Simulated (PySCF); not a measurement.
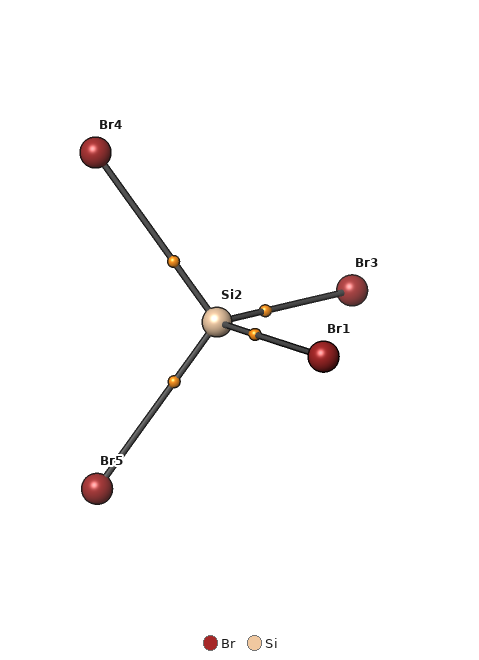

Figure. Br₄Si, SMILES `Br[Si](Br)(Br)Br`. Molecular graph of the electron density (QTAIM): bond paths, bond critical points (orange), ring points (yellow, if any); weak paths are dashed.

Level of theory: PBE/def2-TZVP (PySCF), at a geometry from GFN2-xTB. No frequency check shows the geometry to be a minimum. GFN2-xTB bond lengths at metals and heavier atoms can be off by up to 0.1 Å and shapes distorted, which carries into these values.

Input script:

```python
import numpy as np
from pyscf import gto, scf, dft
from pyscf.scf import atom_ks, atom_hf
from scipy.linalg import block_diag

def solve(mol, dm0=None, hcore=None):
    mf = (dft.UKS if mol.spin else dft.RKS)(mol, xc='pbe')
    mf.grids.level = 3
    mf = mf.density_fit(auxbasis='def2-universal-jkfit')
    mf.conv_tol, mf.max_cycle = 1e-8, 80
    if hcore is not None:
        mf.get_hcore = lambda *args: hcore
    mf.kernel(dm0)
    if not mf.converged:
        mf = mf.newton().run(mf.mo_coeff, mf.mo_occ, max_cycle=30)
    assert mf.converged, 'SCF not converged'
    return mf

mol = gto.M(atom='''
Br    -1.27575     0.05680     1.80309
Si     0.00037     0.00031     0.00023
Br    -1.27584    -0.05675    -1.80308
Br     1.27564    -1.80323     0.05672
Br     1.27580     1.80305    -0.05682
''', basis='def2-tzvp', charge=0, spin=0, verbose=4)
mf = solve(mol)
mf.analyze()
# spherically averaged free atoms, for the promolecule
atm = atom_ks.get_atm_nrks(mol, xc='pbe')
pro = block_diag(*[(atm[a[0]][2] * atm[a[0]][3]) @ atm[a[0]][2].T for a in mol._atom])
np.savez('result.npz', e=mf.e_tot, c=mf.mo_coeff, occ=mf.mo_occ, eps=mf.mo_energy, pro=pro, dip=mf.dip_moment(verbose=0), s2=mf.spin_square()[0])
```

Run with:

```sh
OMP_NUM_THREADS=1 python input.py
```

The run took 50 s on 1 thread of Intel(R) Xeon(R) Platinum 8259CL CPU @ 2.50GHz (Skylake/Cascade Lake), with other jobs on the host, peak memory 0.77 GiB.

Partitions, critical points and surface values were worked out afterwards from this run's density.

Q: How many critical points of each kind are there, and does the count close?

A: 5 nuclei, 4 bond, 0 ring and 0 cage critical points: 5 − 4 + 0 − 0 = 1, as the Poincaré–Hopf relation requires.

Q: Tabulate density, Laplacian, ellipticity and energy density at the bond critical points (atomic units).

A:
```
             bond  length (Å)  ρ (a.u.)  ∇²ρ (a.u.)     ε  H (a.u.)
Si2–Br5 (4 alike)       2.209     0.095       +0.04  0.00    −0.057
```

Q: What kind of interaction is Si2–Br5?

A: Polar or intermediate (positive Laplacian, negative energy density H): ρ = 0.095, ∇²ρ = +0.04, H = −0.057 a.u.
